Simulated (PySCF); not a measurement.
The calculation's input:

```
{"job": {"kind": "nmr", "xc": "PBE0", "basis": "pcSseg-1"}, "charge": 0, "multiplicity": 1}
B     -1.173598    -2.642634     0.369733
Si    -0.743823    -0.890397    -0.330945
C      1.038270    -0.431028    -0.083231
C      2.203096    -0.148332     0.117898
C      3.506946     0.167018     0.330949
C      4.665707     0.443195     0.518262
Si    -1.986646     0.753705     0.765455
N     -1.642264     2.225719    -0.058564
H     -0.581793    -3.112520     1.263836
H     -2.094541    -3.246433    -0.029245
H     -0.888388    -0.702205    -1.794194
H      5.672982     0.682523     0.683345
H     -1.719460     0.790150     2.217837
H     -3.441344     0.605956     0.634637
H     -0.686074     2.449328    -0.281677
H     -2.136668     3.064899     0.199463
```

Run with:

```sh
OMP_NUM_THREADS=1 python probes_run.py task.json out
```

Geometry: GFN2-xTB.

Theory: PBE0/pcSseg-1, SCF density, gas phase, non-relativistic (PySCF).

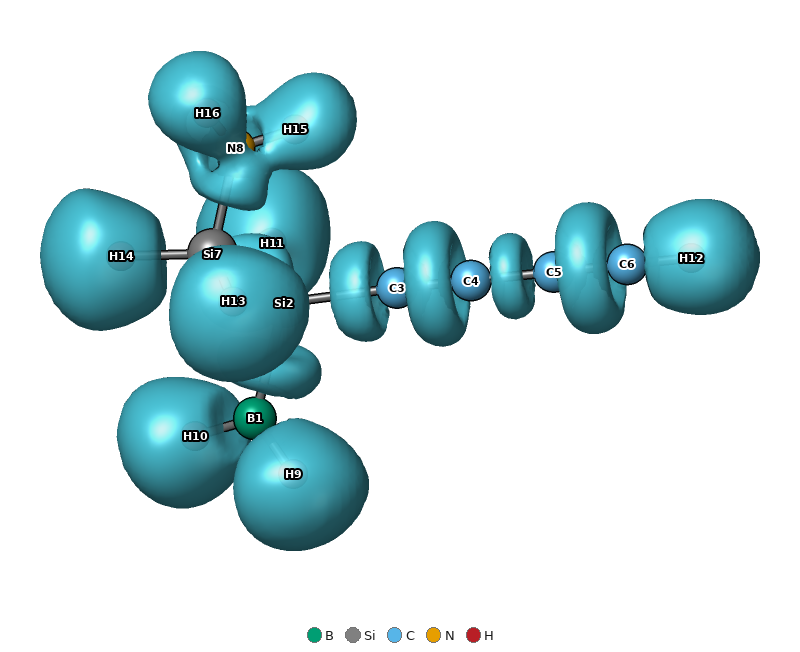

C$_{4}$H$_{8}$BNSi$_{2}$. Isosurface of the ELF at 0.75 (cyan), seen at a tilt. Core shells and regions of very low density are left out.

### Identify the bonds, lone pairs and shells in this picture.

The surface consists of one region between bonded B–Si atoms (shared pairs), three regions between bonded C–C atoms (shared pairs), one region between bonded C–Si atoms (shared pairs), one region between bonded Si–Si atoms (shared pairs), six regions around hydrogen nuclei and one joined region spread over several atoms (H, N), in which their bonds and any lone pairs are merged. Along the contacts the grid gives the following. C–C (1.21 Å): the ELF peaks at about 0.85 between the atoms: a short, multiple covalent bond. Si–N (1.72 Å): the ELF peaks at about 0.90 between the atoms (a shared but strongly polarised pair).
